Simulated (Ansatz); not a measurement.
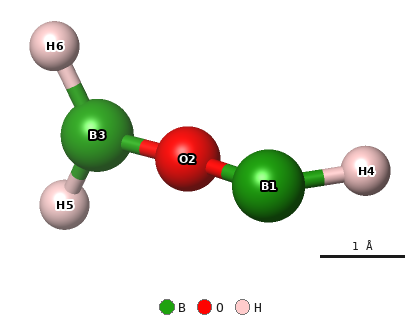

**Figure 1.** The input geometry of the first run (ball-and-stick view, seen at a tilt; atoms are numbered from 1 in the order of the input). Bond lengths as drawn: B–H 1.20 Å and B–O 1.30 to 1.34 Å.

**What a change does: single-point calculation on B$_{2}$H$_{3}$O**

System: B$_{2}$H$_{3}$O, multiplicity 2, SMILES [BH]OB.
Method of the first run: UHF-CCSD(T), frozen core/def2-TZVPP (Ansatz 0.2.0).

The geometry comes from this level: PBE0-D4/def2-TZVP. Text and figures count atoms from 1; the logs count them from 0 in places.

Input, the first run:
```yaml
crystal:
  periodic: [false, false, false]
  atoms:
    - {symbol: B, position_ang: [-1.310213, -0.860668, -0.381091]}
    - {symbol: O, position_ang: [-0.284349, -0.114354, -0.076918]}
    - {symbol: B, position_ang: [0.686134, 0.765903, 0.225805]}
    - {symbol: H, position_ang: [-1.276194, -2.055549, -0.472637]}
    - {symbol: H, position_ang: [1.333299, 1.218813, -0.670979]}
    - {symbol: H, position_ang: [0.851323, 1.045854, 1.375820]}
basis:
  gaussian: {orbitals: def2-TZVPP}
magnetization: {spin_polarized: true, initial_magnetization: 1}
correlation: {method: ccsd_t}
scf: {omitted_lower_state_checks: [cluster_reference]}
```

Launched with:
```bash
ansatz run in.yaml --threads 2 --pin off --events-out ev --progress --plain --max-ram 4352MiB
```

Hardware: 2 threads of Intel Xeon, 180 GiB of memory available, shared host.

Output (the first run):
```
Functional definition: HF
  exchange = exact_x
  correlation = 0
these checks for a lower state are left out or cut short: cluster_reference
819 factors; integrals over basis functions are off by at most 1.3e-3 eV
mean field evaluation 1: about -3426.7290 eV, gradient 2.3e1 eV
mean field evaluation 2: about -3426.7315 eV, gradient 2.3e1 eV
mean field evaluation 4: about -3429.4207 eV, gradient 3.0e0 eV
mean field evaluation 8: about -3429.5433 eV, gradient 1.7e-1 eV
mean field -3429.54404041 eV, -126.0334188566 hartree, gradient 1.8e-6 eV, S^2 0.754571; 0 other end points of the search recorded, 0 dependent functions left out
3 core orbitals not correlated: weight in the atoms' cores, before any rotation towards them, 1.000 or more for the frozen orbitals, at most 0.000 for the correlated occupied ones
reference -3429.54404041 eV, -126.0334188566 hartree; 8, 7 occupied and 124, 125 virtual orbitals, 819 factors
second order -11.07450342 eV of doubles, -0.00000000 eV of singles
cycle   1  -11.35468266 eV  change   -2.8e-1 eV  update   8.6e-2
cycle   2  -11.68032741 eV  change   -3.3e-1 eV  update   2.8e-2
cycle   3  -11.77654556 eV  change   -9.6e-2 eV  update   1.9e-2
cycle   4  -11.76624309 eV  change    1.0e-2 eV  update   7.6e-3
cycle   5  -11.76782981 eV  change   -1.6e-3 eV  update   3.8e-3
cycle   6  -11.76839303 eV  change   -5.6e-4 eV  update   1.5e-3
cycle   7  -11.76818974 eV  change    2.0e-4 eV  update   5.9e-4
cycle   8  -11.76840567 eV  change   -2.2e-4 eV  update   2.4e-4
cycle   9  -11.76839454 eV  change    1.1e-5 eV  update   6.9e-5
cycle  10  -11.76835580 eV  change    3.9e-5 eV  update   2.9e-5
cycle  11  -11.76837843 eV  change   -2.3e-5 eV  update   1.4e-5
cycle  12  -11.76837461 eV  change    3.8e-6 eV  update   5.1e-6
perturbative correction -0.42332188 eV, -0.0155567922 hartree
Total energy: -3441.73573690 eV, -126.4814554388 hartree
Checks for a lower state left out: cluster_reference
```

The input of the second run differs as follows (lines with − go, lines with + come):
```diff
-    - {symbol: B, position_ang: [-1.310213, -0.860668, -0.381091]}
-    - {symbol: O, position_ang: [-0.284349, -0.114354, -0.076918]}
-    - {symbol: B, position_ang: [0.686134, 0.765903, 0.225805]}
-    - {symbol: H, position_ang: [-1.276194, -2.055549, -0.472637]}
-    - {symbol: H, position_ang: [1.333299, 1.218813, -0.670979]}
-    - {symbol: H, position_ang: [0.851323, 1.045854, 1.375820]}
+    - {symbol: B, position_ang: [-1.136218, -0.892901, 0.085545]}
+    - {symbol: O, position_ang: [-0.138916, 0.002764, 0.191927]}
+    - {symbol: B, position_ang: [0.769308, 0.939305, 0.191688]}
+    - {symbol: H, position_ang: [-0.973270, -1.831639, -0.635880]}
+    - {symbol: H, position_ang: [-2.130928, -0.703614, 0.720348]}
+    - {symbol: H, position_ang: [1.697678, 0.983769, 0.948973]}
```

Predict how the results change.

The energy is the same within 0.01 kcal/mol.

Output (the second run):
```
Functional definition: HF
  exchange = exact_x
  correlation = 0
these checks for a lower state are left out or cut short: cluster_reference
819 factors; integrals over basis functions are off by at most 9.2e-4 eV
mean field evaluation 1: about -3426.7282 eV, gradient 2.3e1 eV
mean field evaluation 2: about -3426.7307 eV, gradient 2.3e1 eV
mean field evaluation 4: about -3429.4206 eV, gradient 3.0e0 eV
mean field evaluation 8: about -3429.5434 eV, gradient 1.7e-1 eV
mean field -3429.54405785 eV, -126.0334194975 hartree, gradient 1.7e-6 eV, S^2 0.754571; 0 other end points of the search recorded, 0 dependent functions left out
3 core orbitals not correlated: weight in the atoms' cores, before any rotation towards them, 1.000 or more for the frozen orbitals, at most 0.000 for the correlated occupied ones
reference -3429.54405785 eV, -126.0334194975 hartree; 8, 7 occupied and 124, 125 virtual orbitals, 819 factors
second order -11.07448053 eV of doubles, -0.00000000 eV of singles
cycle   1  -11.35466926 eV  change   -2.8e-1 eV  update   8.6e-2
cycle   2  -11.68031058 eV  change   -3.3e-1 eV  update   2.8e-2
cycle   3  -11.77652534 eV  change   -9.6e-2 eV  update   1.9e-2
cycle   4  -11.76622334 eV  change    1.0e-2 eV  update   7.6e-3
cycle   5  -11.76780917 eV  change   -1.6e-3 eV  update   3.8e-3
cycle   6  -11.76837216 eV  change   -5.6e-4 eV  update   1.5e-3
cycle   7  -11.76816889 eV  change    2.0e-4 eV  update   5.9e-4
cycle   8  -11.76838470 eV  change   -2.2e-4 eV  update   2.4e-4
cycle   9  -11.76837357 eV  change    1.1e-5 eV  update   6.9e-5
cycle  10  -11.76833484 eV  change    3.9e-5 eV  update   2.9e-5
cycle  11  -11.76835749 eV  change   -2.3e-5 eV  update   1.4e-5
cycle  12  -11.76835371 eV  change    3.8e-6 eV  update   5.1e-6
perturbative correction -0.42331749 eV, -0.0155566307 hartree
Total energy: -3441.73572905 eV, -126.4814551502 hartree
Checks for a lower state left out: cluster_reference
```

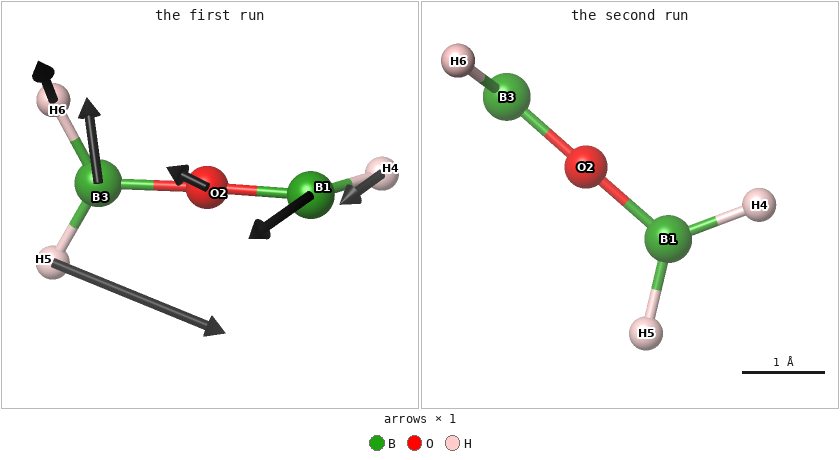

**Figure 2.** The two input geometries at one scale (ball-and-stick view, seen at a tilt). The black arrows on the first give the shifts of the atoms after the best rigid fit, at true length. The atom that moves furthest after the best rigid fit is H5 (2.31 Å). By element the largest moves are H 2.31 Å, B 1.08 Å, O 0.61 Å. Among the contacts that change: B1–H5 3.376 → 1.195 Å, B3–H5 1.195 → 3.375 Å, O2–B3 1.345 → 1.305 Å, B1–O2 1.305 → 1.345 Å.

The two runs side by side:

| quantity | the first run | the second run |
| --- | --- | --- |
| outcome | converged | converged |
| total energy (hartree) | −126.481455 | −126.481455 |
| ⟨S²⟩ | 0.755 | 0.755 |
| basis functions | 135 | 135 |
| wall time (shared host) | 19 s | 21 s |
